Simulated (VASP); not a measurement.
Band structure of CoSi (B20). Level of theory: LDA (Ceperley-Alder, Perdew-Zunger), VASP's LDA PAW potentials (set 64) (plane waves; VASP).

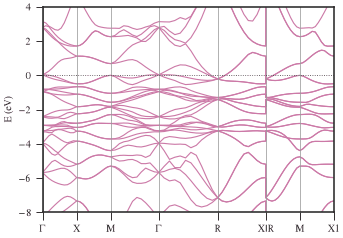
Bands along high-symmetry lines, zero at the valence-band maximum or, without a gap, the Fermi level

### Question
Read the plot: is there a gap, and where are the band edges?

### Answer
It has no gap at this level: it comes out as a metal or semimetal. (Edges off the drawn lines would not show.)

The compound is CoSi in the B20 structure. It was relaxed first, which changed the volume by -6 %. The run is not spin-polarised, so no magnetic state was tried.
